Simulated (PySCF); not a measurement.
SMILES [CH3], doublet at its PBE0/def2-SVP optimised geometry (Å):

```
4

C     -0.2726     0.0000     0.0000
H     -0.8177     0.9443     0.0000
H      0.8178     0.0000     0.0000
H     -0.8178    -0.9443     0.0018
```

Computed with unrestricted PBE0/def2-TZVP (PySCF 2.14.0).

Map of the spin density (e/bohr³) on the plane z = 0.6 Å:

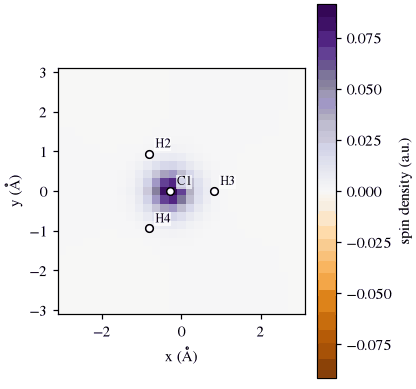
Figure. Spin density (e/bohr³) on the plane z = 0.6 Å.
